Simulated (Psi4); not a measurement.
**OMP2/def2-SVP (core potential) run of CH6Sn (SMILES [CH3][SnH3])**

What is the energy change on altering one bond length of CH6Sn at OMP2/def2-SVP (core potential)? 

The calculation is run with Psi4 1.11.

3 further runs of the same task are left out: 1 that didn't finish, 2 set aside as unsound or not needed.

## Step 1: The system as given

CH6Sn has 8 atoms, charge 0, and is taken as a singlet. As SMILES, `[CH3][SnH3]`. The coordinates come from a PBE0-D4/def2-TZVP relaxation.

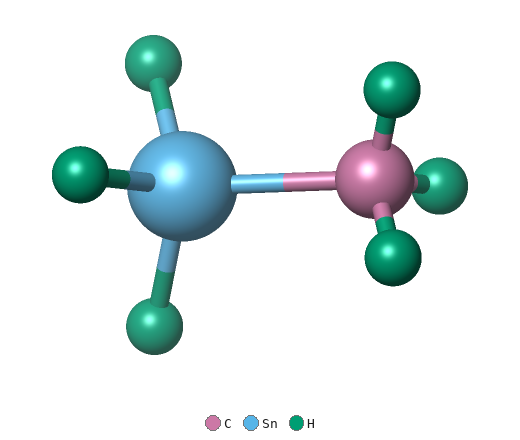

Viewed from a chosen angle; carbon pink, tin blue, hydrogen teal.

## Step 2: A single-point energy at OMP2/def2-SVP (core potential)

Input file input.json:

```json
{
 "schema_name": "qcschema_input",
 "schema_version": 1,
 "molecule": {
  "schema_name": "qcschema_molecule",
  "schema_version": 2,
  "symbols": ["C", "Sn", "H", "H", "H", "H", "H", "H"],
  "geometry": [2.06830524, 0.69428538, -0.20900371, -1.7374142, -0.62190887, 0.15514651, 2.45758883, 1.18618109, -2.17091737, 3.38128695, -0.77705538, 0.38550413, 2.35195313, 2.36064587, 0.96810669, -3.80212896, 1.67580913, -0.78896066, -2.18584621, -3.24352592, -1.67769885, -2.35970101, -1.38233466, 3.23218756],
  "molecular_charge": 0,
  "molecular_multiplicity": 1,
  "fix_symmetry": "c1"
 },
 "driver": "energy",
 "model": {
  "method": "omp2",
  "basis": "def2-SVP"
 },
 "keywords": {
  "reference": "rhf",
  "puream": true,
  "e_convergence": 1e-09,
  "d_convergence": 1e-08,
  "scf_type": "pk",
  "num_frozen_docc": 5
 }
}
```

Launch:

```
$ psi4 --qcschema input.json -n 1 --memory 1600MB
```

stdout, cut to the lines that bear on the results:

```text
[...]
                   'protocols': {'error_correction': {'default_policy': True, 'policies': None},
                                 'native_files': 'none',
[...]
    !!!  WARNING: ECP capability is in beta. Please check occupations closely.  !!!
[...]
  Running in c1 symmetry.
[...]
  Nuclear repulsion =   80.491966889519219
[...]
  Multiplicity = 1
[...]
  Nalpha       = 17
  Nbeta        = 17
[...]
    Number of basis functions: 70
[...]
   @RHF iter   1:  -254.57245348663085   -1.93504e+00   4.99822e-03 DIIS/ADIIS
[...]
   @RHF iter  10:  -254.64430225345922   -2.33058e-12   3.68470e-09 DIIS
[...]
    Orbital Energies [Eh]
    ---------------------
    Doubly Occupied:
       1A    -11.226961     2A     -5.853807     3A     -4.042996
       4A     -4.042996     5A     -4.042592     6A     -1.312297
       7A     -1.312296     8A     -1.312174     9A     -1.305680
      10A     -1.305680    11A     -0.924213    12A     -0.654741
      13A     -0.561101    14A     -0.561082    15A     -0.434731
      16A     -0.434727    17A     -0.411758
[...]
  @RHF Final Energy:  -254.64430225345922
   => Energetics <=
    Nuclear Repulsion Energy =             80.4919668895192189
    One-Electron Energy =                -590.7928727816295122
    Two-Electron Energy =                 255.6566036386510632
    Total Energy =                       -254.6443022534592160
[...]
 Multipole Moments:
 ------------------------------------------------------------------------------------
     Multipole            Electronic (a.u.)      Nuclear  (a.u.)        Total (a.u.)
 ------------------------------------------------------------------------------------
 L = 1.  Multiply by 2.5417464519 to convert [e a0] to [Debye]
 Dipole X            :        -19.0237609           19.2956722            0.2719113
 Dipole Y            :         -6.5794552            6.6734495            0.0939942
 Dipole Z            :          1.8203805           -1.8464555           -0.0260750
 Magnitude           :                                                    0.2888782
[...]
	Warning: cc_lambda option is changed to TRUE
	For this residual convergence, default PCG convergence is:     1.00e-07
[...]
	DF-MP2 Total Energy (a.u.)         :  -254.91840064560463
[...]
	DF-MP2 Total Energy (a.u.)         :  -254.92166821971904
[...]
	DF-OMP2 Total Energy (a.u.)        :  -254.92166821969383
[...]
```

The result, in JSON:

```text
{
 "driver": "energy",
 "model": {
  "method": "omp2",
  "basis": "def2-SVP"
 },
 "success": true,
 "return_result": -254.92166821969383,
 "properties": {
  "calcinfo_nbasis": 70,
  "calcinfo_nmo": 70,
  "calcinfo_nalpha": 17,
  "calcinfo_nbeta": 17,
  "calcinfo_natom": 8,
  "nuclear_repulsion_energy": 80.49196688951922,
  "return_energy": -254.92166821969383,
  "scf_one_electron_energy": -590.7928727816295,
  "scf_two_electron_energy": 255.65660363865106,
  "scf_dipole_moment": [0.2719113358498113, 0.09399422540062918, -0.026075016569294007],
  "scf_total_energy": -254.64430225345922,
  "scf_iterations": 10,
  "mp2_singles_energy": 0.0,
  "mp2_doubles_energy": -0.2740983921454244,
  "mp2_correlation_energy": -0.27409839214541876,
  "mp2_total_energy": -254.91840064560463
 }
}
```

Run time: 11 s. Hardware: 1 thread of Intel Xeon 6975P-C (Granite Rapids), shared host; peak memory 0.26 GiB.

## Step 3: The distorted shape, same level

Input file job.in:

```
memory 1600 mb

molecule {
  0 1
  C      1.063595     0.328349     0.045154
  Sn    -0.950305    -0.368151     0.237854
  H      1.300500     0.627700    -1.148800
  H      1.758395    -0.450251     0.359754
  H      1.213695     1.210149     0.668054
  H     -2.042905     0.847749    -0.261746
  H     -1.187605    -1.755451    -0.732046
  H     -1.279605    -0.770551     1.866154
  symmetry c1
}

set {
  puream          true
  e_convergence   1e-09
  d_convergence   1e-08
  scf_type        pk
  num_frozen_docc 5
}

result, w = energy('omp2/def2-SVP', return_wfn=True)
```

Launch:

```
$ psi4 -i job.in -o job.out -n 1
```

job.out, cut to the lines that bear on the results:

```text
[...]
    !!!  WARNING: ECP capability is in beta. Please check occupations closely.  !!!
[...]
  Running in c1 symmetry.
[...]
  Nuclear repulsion =   79.888818401110868
[...]
  Multiplicity = 1
[...]
  Nalpha       = 17
  Nbeta        = 17
[...]
    Number of basis functions: 70
[...]
   @RHF iter   1:  -254.56146487417675   -2.00554e+00   4.83775e-03 ADIIS/DIIS
[...]
   @RHF iter  10:  -254.63097719501684   -5.51381e-12   5.58335e-09 DIIS
[...]
    Orbital Energies [Eh]
    ---------------------
    Doubly Occupied:
       1A    -11.243592     2A     -5.854845     3A     -4.044030
       4A     -4.044019     5A     -4.043681     6A     -1.313348
       7A     -1.313340     8A     -1.313254     9A     -1.306760
      10A     -1.306681    11A     -0.909737    12A     -0.654435
      13A     -0.563915    14A     -0.529474    15A     -0.435308
      16A     -0.434156    17A     -0.412008
[...]
  @RHF Final Energy:  -254.63097719501684
   => Energetics <=
    Nuclear Repulsion Energy =             79.8888184011108677
    One-Electron Energy =                -589.5944251702234169
    Two-Electron Energy =                 255.0746295740956953
    Total Energy =                       -254.6309771950168397
[...]
 Multipole Moments:
 ------------------------------------------------------------------------------------
     Multipole            Electronic (a.u.)      Nuclear  (a.u.)        Total (a.u.)
 ------------------------------------------------------------------------------------
 L = 1.  Multiply by 2.5417464519 to convert [e a0] to [Debye]
 Dipole X            :        -19.0946389           19.3395674            0.2449285
 Dipole Y            :         -6.6519903            6.7289146            0.0769242
 Dipole Z            :          2.0858501           -2.0676769            0.0181732
 Magnitude           :                                                    0.2573666
[...]
	Warning: cc_lambda option is changed to TRUE
	For this residual convergence, default PCG convergence is:     1.00e-07
[...]
	DF-MP2 Total Energy (a.u.)         :  -254.90664470613515
[...]
	DF-MP2 Total Energy (a.u.)         :  -254.91008409112732
[...]
	DF-OMP2 Total Energy (a.u.)        :  -254.91008409113110
[...]
```

Run time: 11 s. Hardware: 1 thread of Intel Xeon 6975P-C (Granite Rapids), shared host; peak memory 0.26 GiB.

## Step 4: Outcome

At OMP2/def2-SVP (core potential), 5 core orbitals frozen:

| quantity | value |
| --- | --- |
| first shape: total energy | -254.92167 Eh |
| first shape: HOMO energy (Hartree–Fock orbitals) | -11.20 eV |
| first shape: LUMO energy (Hartree–Fock orbitals) | 3.45 eV |
| first shape: HOMO–LUMO gap (Hartree–Fock orbitals) | 14.66 eV |
| first shape: correlation energy (5 core orbitals frozen) | -277.4 mEh |
| distorted shape: total energy | -254.91008 Eh |
| distorted shape: HOMO energy (Hartree–Fock orbitals) | -11.21 eV |
| distorted shape: LUMO energy (Hartree–Fock orbitals) | 3.38 eV |
| distorted shape: HOMO–LUMO gap (Hartree–Fock orbitals) | 14.59 eV |
| distorted shape: correlation energy (5 core orbitals frozen) | -279.1 mEh |
| energy change with the C1–H3 bond stretched from 1.090 to 1.253 Å | 0.315 eV |

**Reading.** With the C1–H3 bond stretched from 1.090 to 1.253 Å the energy rises by 0.32 eV (30.4 kJ/mol). The first shape isn't relaxed at this level, so the change isn't measured from a minimum.
